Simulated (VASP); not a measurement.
Band structure of VO (relaxed from the wurtzite structure, space group P6_3mc). Calculation: LDA (Ceperley-Alder, Perdew-Zunger), VASP's LDA PAW potentials (set 64) (plane waves; VASP 6.6.1).

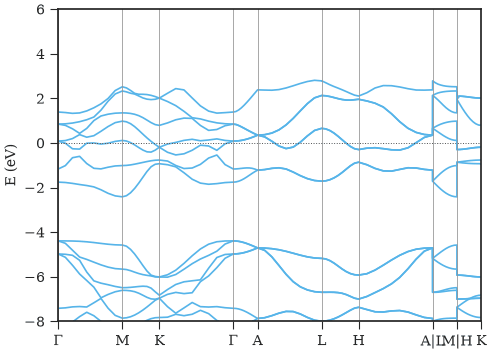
Fig. 1. Bands along high-symmetry lines, zero at the valence-band maximum or, without a gap, the Fermi level

Read the plot: is there a gap, and where are the band edges?

It has no gap at this level: it comes out as a metal or semimetal. (Edges off the drawn lines would not show.)

The structure was generated: VO was put into the wurtzite type (P6_3mc), which need not be its known phase. It was relaxed first, which changed the volume by -40 %. The run is not spin-polarised, so no magnetic state was tried.
